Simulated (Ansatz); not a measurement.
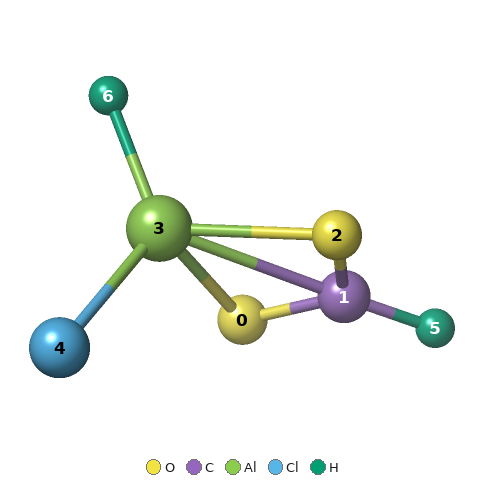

Starting geometry of the run. Atoms are numbered from 0, in the order of the input.

Input file:

```yaml
crystal:
  periodic: [false, false, false]
  atoms:
    - {symbol: O, position_ang: [-0.484152, -0.775444, 0.818384]}
    - {symbol: C, position_ang: [0.746581, -0.493449, 0.858292]}
    - {symbol: O, position_ang: [1.207304, 0.257988, -0.046635]}
    - {symbol: Al, position_ang: [-0.556068, 0.274586, -0.771338]}
    - {symbol: Cl, position_ang: [-1.516890, 2.107758, -0.460052]}
    - {symbol: H, position_ang: [1.392303, -0.890281, 1.646841]}
    - {symbol: H, position_ang: [-0.727777, -0.549058, -2.091093]}
basis:
  gaussian: {orbitals: aug-cc-pVDZ, fitting: {mean_field: cc-pVTZ-jkfit}}
magnetization: {spin_polarized: true, initial_magnetization: 2}
hamiltonian: {xc: {name: r2SCAN0}, dispersion: d4}
scf: {lower_state_search: full}
output: {forces: true}
```

It was started with:

```sh
ansatz run in.yaml --threads 2 --pin off --events-out ev --progress --plain --max-ram 4352MiB
```

Output:

```
Functional definition: r2SCAN0
  name "r2SCAN0"
  cite "Bursch, Neugebauer, Ehlert & Grimme, J. Chem. Phys. 156, 134105 (2022) doi:10.1063/5.0086040"
  cite "Furness, Kaplan, Ning, Perdew & Sun, J. Phys. Chem. Lett. 11, 8208 (2020) doi:10.1021/acs.jpclett.0c02405"
  cite "Furness, Kaplan, Ning, Perdew & Sun, J. Phys. Chem. Lett. 11, 9248 (2020) doi:10.1021/acs.jpclett.0c03077"
  parent r2scan
  parameter a = 0.25
  parameter k0 = 0.174
  parameter k1 = 0.065
  parameter a1 = 4.9479
  exchange = (1 - a)*r2scan_x(k0 = k0, k1 = k1, a1 = a1) + a*exact_x
  correlation = r2scan_c
539 factors; integrals over basis functions are off by at most 3.6e-1 eV
mean field evaluation 1: about -24265.6724 eV, gradient 4.6e1 eV
mean field evaluation 2: about -24265.6763 eV, gradient 4.6e1 eV
mean field evaluation 4: about -24275.0291 eV, gradient 9.4e0 eV
mean field evaluation 8: about -24277.1974 eV, gradient 4.7e0 eV
mean field evaluation 16: about -24277.3260 eV, gradient 2.7e-3 eV
mean field evaluation 32: about -24277.3260 eV, gradient 2.2e-5 eV
mean field evaluation 64: about -24277.1535 eV, gradient 1.0e0 eV
mean field evaluation 96: about -24273.2736 eV, gradient 2.7e0 eV
mean field evaluation 128: about -24277.3259 eV, gradient 4.5e-2 eV
mean field evaluation 160: about -24277.3265 eV, gradient 1.4e-1 eV
mean field evaluation 192: about -24277.3260 eV, gradient 4.7e-3 eV
mean field evaluation 224: about -24276.5133 eV, gradient 4.4e-4 eV
mean field -24277.32596146 eV, -892.1752733211 hartree, gradient 2.9e-6 eV, S^2 2.016506; 10 other end points of the search recorded, 0 dependent functions left out
the calculation of the forces begins
reference -24277.32598946 eV, -892.1752743500 hartree; 28, 26 occupied and 113, 115 virtual orbitals, 539 factors
Total energy: -24277.37099531 eV, -892.1769282846 hartree
Atom 0 at    -0.484152    -0.775444     0.818384 Å, force    -6.210029    -0.610667    -1.248895 eV/Å
Atom 1 at     0.746581    -0.493449     0.858292 Å, force     5.954945    -3.661852     7.269488 eV/Å
Atom 2 at     1.207304     0.257988    -0.046635 Å, force     1.062246     3.832484    -4.967979 eV/Å
Atom 3 at    -0.556068     0.274586    -0.771338 Å, force    -0.414781    -0.080154    -0.906819 eV/Å
Atom 4 at    -1.516890     2.107758    -0.460052 Å, force    -0.133967     0.311747     0.110483 eV/Å
Atom 5 at     1.392303    -0.890281     1.646841 Å, force    -0.262066     0.178017    -0.299768 eV/Å
Atom 6 at    -0.727777    -0.549058    -2.091093 Å, force     0.003652     0.030425     0.043489 eV/Å
Dipole moment:     0.144470    -0.235512     0.001131 e Å
```

The calculation finished and met its thresholds.

The spin state was imposed, and no run here compares it with a lower spin, which may lie lower.
